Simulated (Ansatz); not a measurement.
## Electronic structure of BClH4Si (SMILES [SiH3]BCl) in real space

Input

```
crystal:
  periodic: [false, false, false]
  atoms:
    - {symbol: Si, position_ang: [-0.641994, 0.491964, -0.311789]}
    - {symbol: B, position_ang: [0.799280, -0.642761, 0.525041]}
    - {symbol: Cl, position_ang: [2.119562, -1.275327, -0.413521]}
    - {symbol: H, position_ang: [-1.958548, -0.177251, -0.110703]}
    - {symbol: H, position_ang: [-0.430134, 0.722643, -1.764348]}
    - {symbol: H, position_ang: [-0.692640, 1.805946, 0.389709]}
    - {symbol: H, position_ang: [0.804464, -0.925204, 1.685611]}
basis:
  gaussian: {orbitals: def2-TZVPP}
hamiltonian: {xc: pbe0, dispersion: d4}
output: {orbitals: {seedname: orbitals}}
```

Launched as:

```sh
ansatz run in.yaml --threads 2 --pin off --events-out ev --progress --plain --max-ram 20480MiB --backend cpu
```

Geometry: PBE0-D4/def2-TZVP.

Level of theory: RKS PBE0-D4/def2-TZVPP in Ansatz.

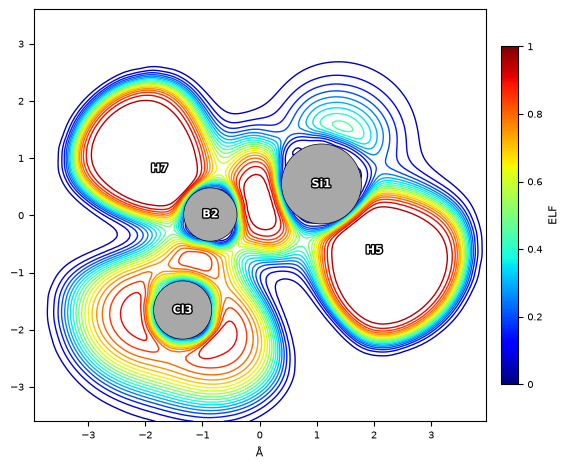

Figure 1. Electron localisation function on the plane of atoms Si1, B2 and H7. Grey discs cover the atomic cores.

> What do the fields say about this system?

Atoms in the plane: Si, B, Cl and H.
B–Cl (1.74 Å): the ELF peaks at about 0.90 between the atoms, as expected for a shared but strongly polarised pair.
Si–B (2.02 Å): the ELF peaks at about 1 between the atoms, as expected for a shared electron pair.
B–H (1.19 Å): the ELF climbs to about 1 towards the hydrogen, as it does in any bond to H; a covalent bond by its length.
Si–H (1.49 Å): the ELF climbs to about 1 towards the hydrogen.
The ELF also peaks beside Cl3, away from the bonds: lone-pair regions.

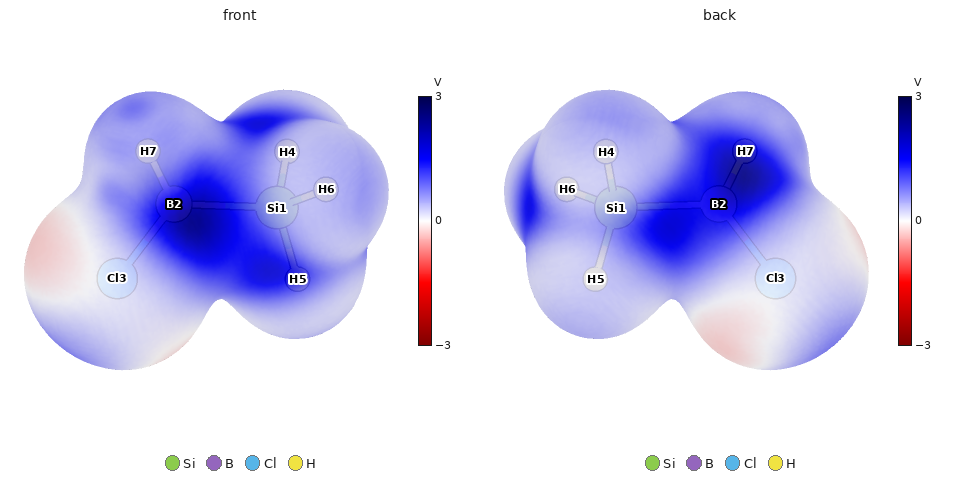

Figure 2. The electrostatic potential painted on the density surface at 0.004 e/bohr³, seen from the front and from behind; red is negative and blue positive.

> Which sites attract a positive test charge, and which a negative one?

A positive charge is drawn to the negative regions and a negative charge to the positive ones. The most negative region (about −0.3 V) lies over Cl3, the most positive (about +2.4 V) over B2. Cl3 shows a σ-hole: about +0.7 V at the tip opposite its bond, against about 0.0 V on its flanks.

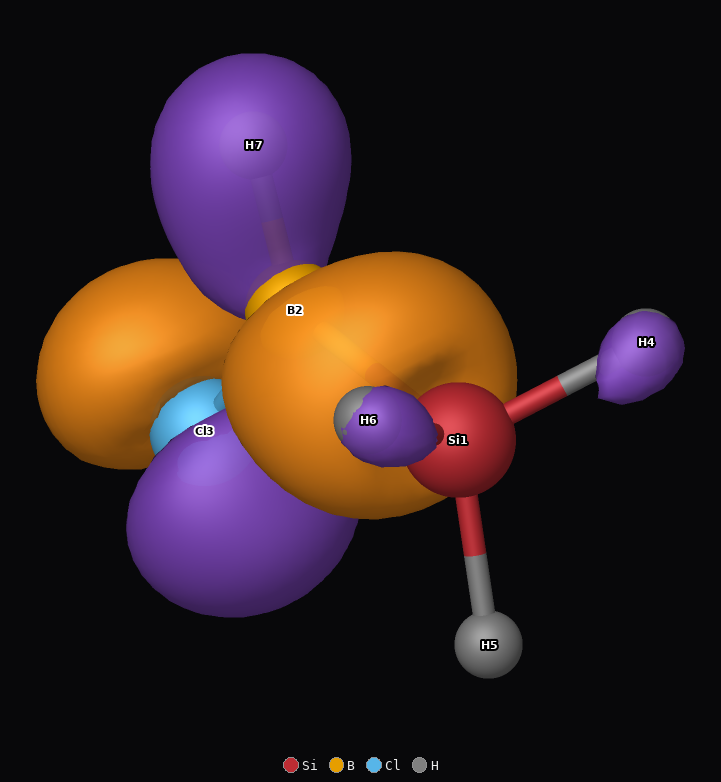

Figure 3. One frontier orbital at ±0.15 Å⁻³ᐟ² (orange and purple are the two phases), seen at an oblique angle.

> Which orbital is it: HOMO or LUMO?

The HOMO, at −7.99 eV. By Hirshfeld shares it lies mainly on Cl3 (about 40 %), Si1 (about 25 %), B2 (about 25 %) and H7 (about 10 %).

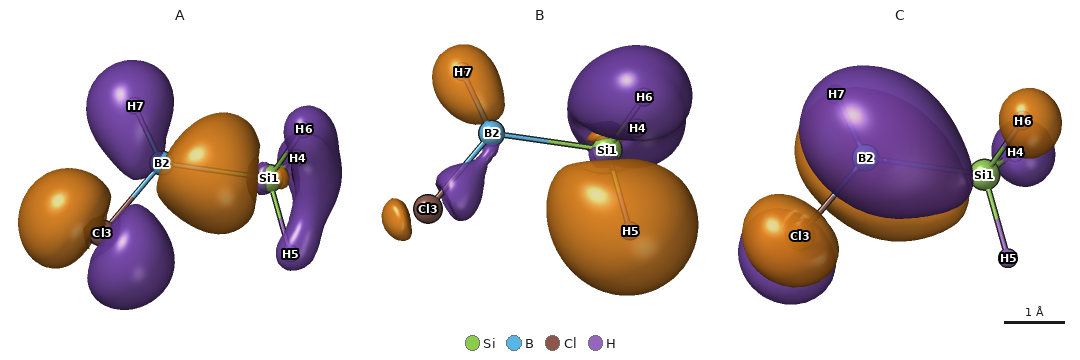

Figure 4. Three frontier orbitals at ±0.1 Å⁻³ᐟ² (orange and purple are the two phases), in no order.

> Which picture is the HOMO−1, the HOMO and the LUMO?

B is the HOMO−1 (−9.74 eV). Its weight (Hirshfeld) is mainly on Si1 (about 40 %), H5 (about 35 %), H6 (about 10 %) and H4 (about 10 %). A is the HOMO (−7.99 eV). By Hirshfeld shares it lies mainly on Cl3 (about 40 %), Si1 (about 25 %), B2 (about 25 %) and H7 (about 10 %). C is the LUMO (−2.28 eV). Its weight (Hirshfeld) is mainly on B2 (about 55 %), Cl3 (about 20 %) and Si1 (about 15 %).

> What is the HOMO–LUMO gap?

5.71 eV between the orbital energies.
